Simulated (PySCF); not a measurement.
**GeN (doublet): density, localisation and related maps**

```xyz
2

Ge    0.0000    0.0000   -0.2793
N     0.0000    0.0000    1.4747
```

Theory: PySCF, PBE0/aug-cc-pVDZ(-PP), non-relativistic Hamiltonian with scalar-relativistic core potentials where named, at a bond length of 1.754 Å.

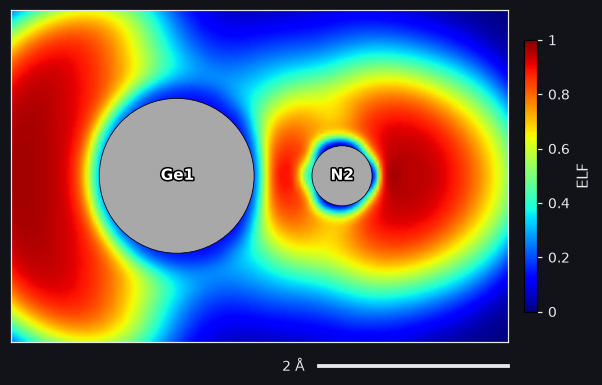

Figure 1. Electron localisation function on a plane that holds the molecular axis. Grey discs cover the atomic cores.

Interpret the plot.

Answer.
- Atoms in the plane: Ge and N.
- Ge–N (1.75 Å): the ELF peaks at about 0.90 in the valence shell of N, 0.6 Å from its nucleus, and is about 0.35 at the midpoint.
- The ELF also peaks beside N2, away from the bonds: non-bonding electrons, paired or unpaired.

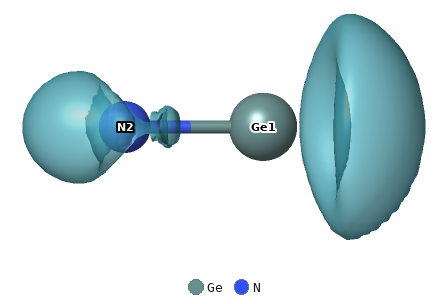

Figure 2. Isosurface of the electron localisation function at 0.85 (cyan), seen from one side. Core shells and regions of very low density are left out.

What do the ELF domains correspond to?

Answer. At this value the surface marks out one lobe on Ge, pointing away from the bonds (non-bonding electrons) and one lobe on N, pointing away from the bonds (non-bonding electrons).

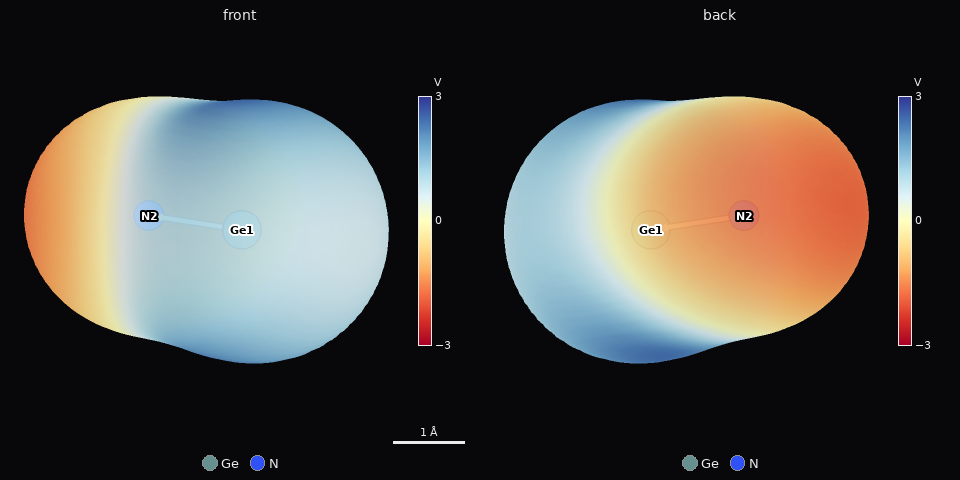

Figure 3. The molecular electrostatic potential painted on the density surface at 0.002 e/bohr³, seen from the front and from behind; the colour scale runs from red (negative) to blue (positive).

Describe the electrostatic potential map.

Answer. The most negative region (about −1.9 V) lies over N2, the most positive (about +2.4 V) over Ge1. N2 is the likeliest acceptor of a hydrogen bond.
